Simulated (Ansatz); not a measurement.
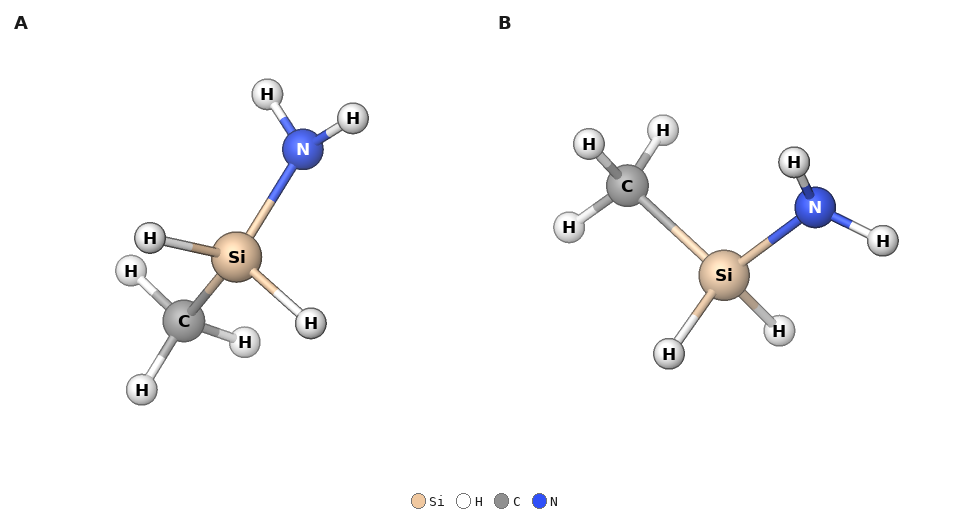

Depth is shown by fading: the farther an atom, the more it takes the colour of the background. The computed structure is the end point of a PBE0-D4/def2-TZVP optimisation.

**How are A and B related: the same structure turned, mirror images, conformers, diastereomers or constitutional isomers?**

They are the same structure, CH7NSi, seen from two directions: a rotation takes one into the other. The geometry is chiral (C1), so its mirror image would differ.
